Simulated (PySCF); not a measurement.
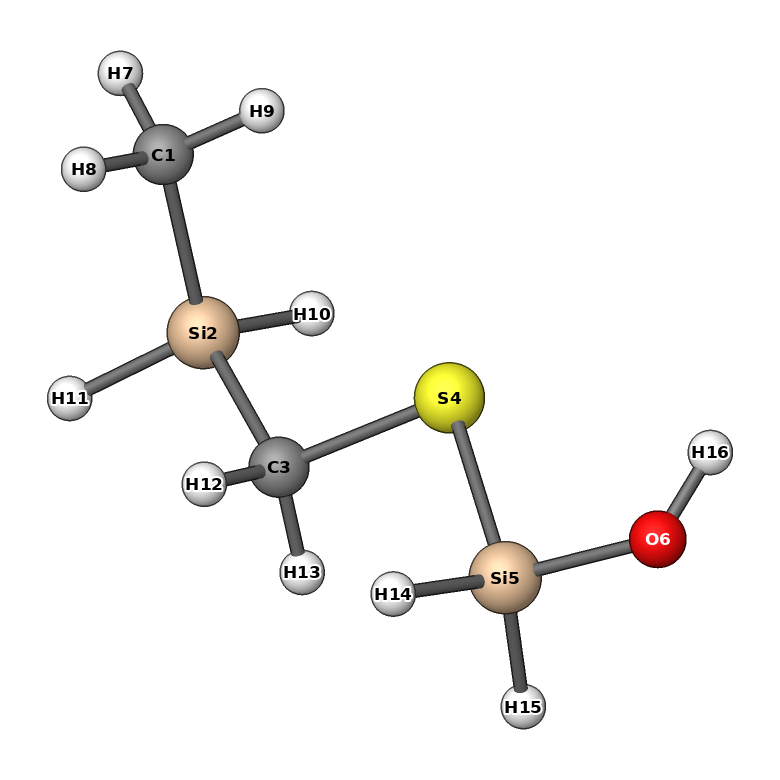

The questions are on isotropic NMR shieldings of the H atoms. The computed structure is the end point of a GFN2-xTB optimisation. No frequency run is at hand to confirm it as a minimum. Properties computed with GIAO PBE0/pcSseg-1 NMR shielding, non-relativistic, gas phase (PySCF 2.14.0).

Question: Which H atom is the most shielded (lowest chemical shift)?

Answer: H8 (31.64 ppm).

Question: Which H atom is the least shielded (highest chemical shift)?

Answer: H15 (26.22 ppm).

Question: How wide is the range of H shifts?

Answer: 5.42 ppm.

List the isotropic NMR shieldings of the H atoms.

```tsv
atom	σ (ppm)
H7	31.63
H8	31.64
H9	30.95
H10	27.50
H11	27.29
H12	30.31
H13	30.25
H14	26.26
H15	26.22
H16	30.36
```

The geometry is semi-empirical. Around Si such bond lengths and angles can be off by a tenth of an ångström or more and by several degrees, and values that hang on the shape move with them.
